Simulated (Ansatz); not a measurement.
## Convergence study of shifted k-point meshes for CdPt (P4mm, 2 atoms in the cell)

```
CELL_PARAMETERS angstrom
      2.97650     0.00000     0.00000
      0.00000     2.97650     0.00000
      0.00000     0.00000     3.83451
ATOMIC_POSITIONS crystal
  Cd 0.00000 0.00000 0.01304
  Pt 0.50000 0.50000 0.50000
```

Method of the run: PBEsol, default PAW files made with PBE (plane waves; Ansatz, a program for electronic structure).

Base settings: basis.ecutwfc = 420 eV; kpoints.mp_grid.grid = 11 11 9; hamiltonian.xc = pbesol; hamiltonian.pseudopotentials = {kind: paw} (the program's default PAW files); scf.occupations.method = fermi_dirac; scf.occupations.width = 0.1 eV.

In this ladder: kpoints.mp_grid.shift = 0.5 0.5 0.5.

Only quantities that move along the ladder and can be compared are tabulated.

The count of work is k-points × plane waves × bands × iterations; it is no time. 

The starting cell comes from a database of computed structures (which also holds hypothetical and non-ambient phases and stackings), without a prior relaxation at this level. Its lattice was rescaled by up to half a per cent. One atom was moved a little off its site on purpose. Spin polarisation is off. In the base run, with a pressure of about -3 GPa the cell is away from its equilibrium volume at this level. Ansatz's pressure includes its estimate of the finite-basis (Pulay) stress.

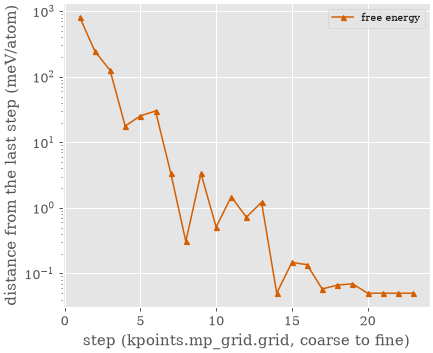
Fig. 1. Distance from the last step along the ladder; very small values are drawn at a floor.

```csv
kpoints.mp_grid.grid,free energy less the last step's (meV/atom),pressure (GPa),largest difference of a force vector from the last step's (eV/Å),count of work / last
2 2 2,-808.40,-13.38,0.070,0.00036
3 3 2,244.36,-0.33,0.025,0.0011
3 3 3,125.39,-1.11,0.027,0.0025
4 4 3,17.71,-2.74,0.056,0.0021
4 4 4,-25.35,-3.36,0.012,0.0021
5 5 4,30.02,-2.83,0.003,0.0043
6 6 5,-3.45,-3.24,0.008,0.0064
7 7 6,0.31,-3.25,0.005,0.013
8 8 6,3.36,-3.13,0.002,0.011
9 9 7,0.51,-2.98,0.002,0.025
10 10 8,-1.48,-3.15,0.001,0.025
11 11 8,-0.72,-3.06,0.001,0.035
12 12 9,1.22,-3.07,0.001,0.044
13 13 10,0.03,-3.05,0.000,0.058
14 14 11,0.15,-3.11,0.000,0.070
16 16 12,0.14,-3.09,0.000,0.090
18 18 14,0.06,-3.09,0.000,0.13
19 19 15,-0.07,-3.09,0.000,0.18
22 22 17,0.07,-3.09,0.000,0.25
24 24 19,0.02,-3.09,0.000,0.33
26 26 21,-0.02,-3.09,0.000,0.42
29 29 23,-0.01,-3.09,0.000,0.60
33 33 25,0.01,-3.09,0.000,0.83
36 36 28,0.00,-3.09,0.000,1.0
```

Coarsest kpoints.mp_grid.grid that holds the forces within 0.01 eV/Å of the last step, with all finer ones: 5 5 4, at 0.0043 of the last step's count of work; the step before is off by 0.012 eV/Å.

Coarsest kpoints.mp_grid.grid that holds the free energy within 1 meV/atom of the last step, with all finer ones: 13 13 10, at 0.058 of the last step's count of work; the step before is off by 1.2 meV/atom.

Coarsest kpoints.mp_grid.grid that holds the pressure within 1 GPa of the last step, with all finer ones: 4 4 3, at 0.0021 of the last step's count of work; the step before is off by 2.0 GPa.

Keys are those of Ansatz 0.2.
